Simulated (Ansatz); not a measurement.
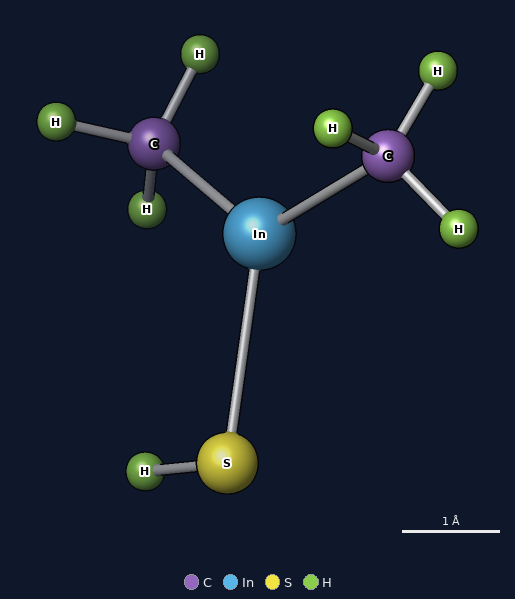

The structure as given in the input (ball-and-stick view, seen at a tilt). Sticks mark near contacts. Bond lengths as drawn: C–H 1.09 Å, C–In 2.15 Å, H–S 1.34 Å and In–S 2.41 Å.

## Run report: C₂H₇InS, single-point calculation

C₂H₇InS, SMILES [CH3][In]([CH3])[SH], computed with direct RPA on PBE orbitals, frozen core/def2-TZVPP (Ansatz 0.2.0).

The geometry comes from this level: PBE0-D4/def2-TZVP.

Output
```
Functional definition: PBE
  name "PBE"
  cite "Perdew, Burke & Ernzerhof, Phys. Rev. Lett. 77, 3865 (1996) doi:10.1103/PhysRevLett.77.3865"
  parent pbe
  parameter kappa = 0.804
  parameter beta = 0.06672455060314922
  exchange = pbe_x(kappa = kappa, mu = beta*pi^2/3)
  correlation = pbe_c(beta = beta)
1620 factors; integrals over basis functions are off by at most 1.0e-3 eV
mean field evaluation 1: about -18171.1197 eV, gradient 9.4e1 eV
mean field evaluation 2: about -18171.1128 eV, gradient 9.4e1 eV
mean field evaluation 4: about -18190.9314 eV, gradient 1.8e1 eV
mean field evaluation 8: about -18191.8285 eV, gradient 1.1e0 eV
mean field evaluation 16: about -18191.8314 eV, gradient 4.5e-4 eV
mean field -18191.83143898 eV, -668.5374745164 hartree, gradient 8.2e-6 eV, S^2 0.000000; 0 other end points of the search recorded, 0 dependent functions left out
11 core orbitals not correlated: weight in the atoms' cores, before any rotation towards them, 1.000 or more for the frozen orbitals, at most 0.000 for the correlated occupied ones
reference -18138.35193698 eV, -666.5721390674 hartree; 17, 17 occupied and 224, 224 virtual orbitals, 1620 factors
Total energy: -18174.83678563 eV, -667.9129325252 hartree
```

The run was set up as follows.

Input
```yaml
crystal:
  periodic: [false, false, false]
  atoms:
    - {symbol: C, position_ang: [-0.029814, 1.578992, -1.472434]}
    - {symbol: In, position_ang: [-0.195689, -0.124874, -0.179387]}
    - {symbol: C, position_ang: [0.706579, -0.571441, 1.717467]}
    - {symbol: S, position_ang: [-1.639057, -1.842905, -1.059628]}
    - {symbol: H, position_ang: [-0.951156, 1.705515, -2.040961]}
    - {symbol: H, position_ang: [0.174376, 2.486681, -0.904058]}
    - {symbol: H, position_ang: [0.790316, 1.419080, -2.175434]}
    - {symbol: H, position_ang: [1.606890, -1.167662, 1.554850]}
    - {symbol: H, position_ang: [0.016381, -1.150540, 2.331409]}
    - {symbol: H, position_ang: [0.984880, 0.340155, 2.246931]}
    - {symbol: H, position_ang: [-1.463706, -2.672999, -0.018734]}
basis:
  gaussian: {orbitals: def2-TZVPP}
hamiltonian: {xc: pbe}
correlation: {method: rpa}
```

Command:
```bash
ansatz run in.yaml --threads 4 --pin off --events-out ev --progress --plain --max-ram 10444MiB
```

Summary

```json
{"quantity": "outcome", "value": "converged"}
{"quantity": "total energy", "value": "−18174.8368 eV"}
{"quantity": "mean-field energy", "value": "−18138.3519 eV"}
{"quantity": "SCF solution under orbital rotations", "value": "stable"}
{"quantity": "hardware", "value": "4 threads of INTEL XEON PLATINUM @ 2.30GHz, 23 GiB of memory available, shared host"}
{"quantity": "wall time", "value": "4.6 s (CPU time 14 s)"}
{"quantity": "peak memory", "value": "0.67 GiB"}
```
